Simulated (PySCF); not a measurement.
# Run report: Ca⁺, atomic calculation

- system: Ca⁺, configuration 1s2 2s2 2p6 3s2 3p6 4s1, multiplicity 2.
- method: unrestricted B3LYP, STO-3G, non-relativistic, point nucleus (PySCF)

**Input**
```python
from pyscf import gto, scf, dft, mp, cc
import basis_set_exchange as bse
mol = gto.M(atom="Ca 0 0 0", charge=1, spin=1, symmetry="D2h",
            basis=gto.basis.parse(bse.get_basis("STO-3G", elements=["Ca"], fmt="nwchem", header=False)))
mf = dft.UKS(mol, xc="B3LYP")
mf.irrep_nelec = {'Ag': (4, 3), 'B1u': (2, 2), 'B2u': (2, 2), 'B3u': (2, 2)}
mf.kernel()
```

The script is an equivalent of what the driver set up; the driver started from orbitals of its own, so the log can be shorter than this script's would be, and it computed the properties (radii, ⟨L²⟩, response) afterwards. It held the occupations shell by shell, which the script's counts by irreducible representation don't always enforce.

Launched within a batch (the task file carries these settings):
```bash
OMP_NUM_THREADS=1 python <driver script> TASK.json OUT
```

**Log (extracts)**
```
damping factor = 0
level_shift factor = 0
DIIS = <class 'pyscf.scf.diis.CDIIS'>
diis_start_cycle = 1
diis_space = 10
diis_damp = 0
SCF conv_tol = 1e-09
SCF conv_tol_grad = None
number electrons alpha = 10  beta = 9
XC functionals = B3LYP
    P. J. Stephens, F. J. Devlin, C. F. Chabalowski, and M. J. Frisch.,  J. Phys. Chem. 98, 11623 (1994)
cycle= 1 E= -670.528264172707  delta_E= -0.000572  |g|= 0.00309  |ddm|= 0.0281
cycle= 2 E= -670.528270388212  delta_E= -6.22e-06  |g|= 0.000607  |ddm|= 0.00485
cycle= 3 E= -670.528270631187  delta_E= -2.43e-07  |g|= 2.06e-05  |ddm|= 0.000794
cycle= 4 E= -670.528270631575  delta_E= -3.88e-10  |g|= 1.06e-07  |ddm|= 3.59e-05
converged SCF energy = -670.528270631575  <S^2> = 0.75004518  2S+1 = 2.0000452
```

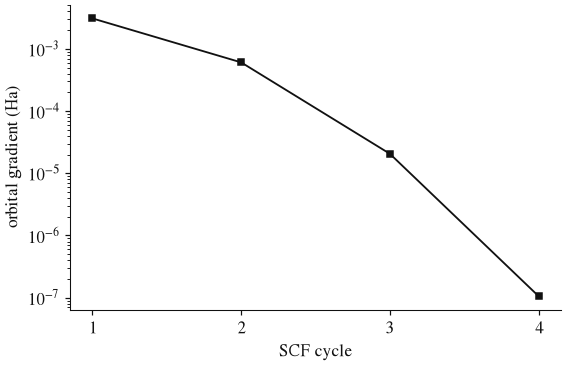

**Figure 1.** Convergence: orbital gradient against the SCF cycle. The residual falls at every step. It goes from 0.0031 to 1.1×10⁻⁷ in 4 steps.

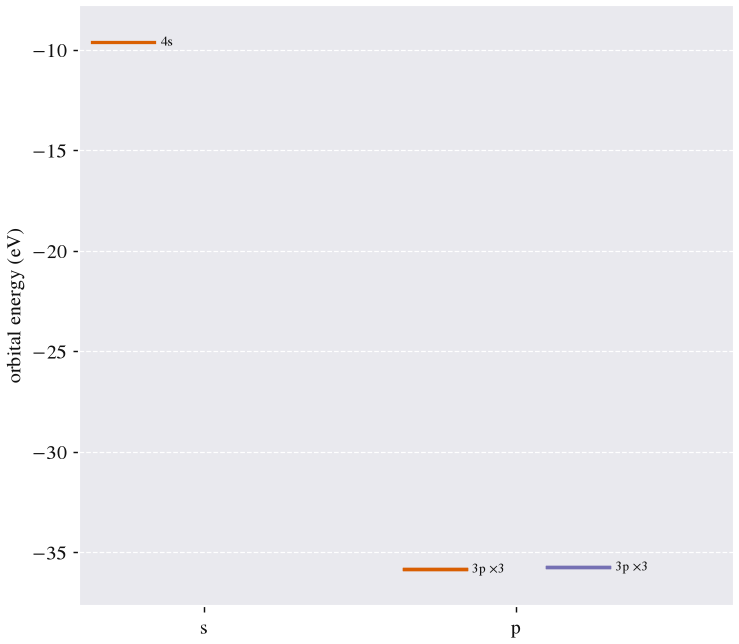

**Figure 2.** Orbital energies of the mean field, from the top down to −35.8 eV, by angular momentum, α spin at the left of each column and β at the right; ×n counts the orbitals under one label. The highest filled orbital is 4s α at −9.63 eV, the lowest empty one s β at −7.78 eV.

**Outcome**

| quantity | value |
| --- | --- |
| outcome | converged |
| total energy | −670.528271 hartree |
| kinetic energy | 669.511768 hartree |
| ⟨S²⟩ | 0.750 |
| SCF iterations | 4 |
| hardware | 1 thread of Arm Neoverse N1, 77 GiB of memory available, shared host |

**What is odd here**

One thing in this input was made odd on purpose: minimal basis. The program ran to the end. Its numbers are those of this setting; this run alone doesn't show how far the oddity moves them.
